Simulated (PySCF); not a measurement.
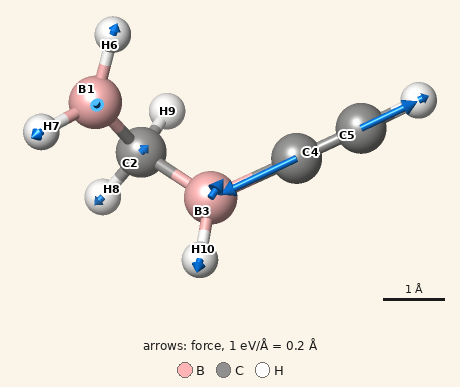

Starting geometry of C$_{3}$H$_{6}$B$_{2}$ with the computed forces as blue arrows. Style: ball-and-stick. Shown at a tilt.

The start comes from GFN2-xTB. Its atoms were then displaced at random by about 0.01 Å.

All numbers below come from PySCF 2.14.0, density-fitted response routines, PBE0-D3(BJ)/def2-SVP geometry optimisation, gas phase. 

### Is this structure relaxed? If not, where do the atoms go?

It isn't relaxed: the largest force vector, on a C atom, is 6.93 eV/Å. The final displacements have little in common with the starting forces (cosine between the two patterns 0.20). An H atom moves most after the best rigid fit: 0.13 Å. Largest moves by element: H 0.13 Å, C 0.07 Å, B 0.07 Å. Some distances before and after: C–C 1.169 → 1.220 Å, B–H 1.163 → 1.210 Å, B–C 1.555 → 1.519 Å, C–H 1.077 → 1.101 Å. Among the angles between lasting bonds that change: H–C–H 109.9° → 113.3°, C–B–C 119.5° → 121.8°, B–C–H 112.6° → 110.4°. The energy falls by 27.9 kJ/mol in 8 geometry steps.
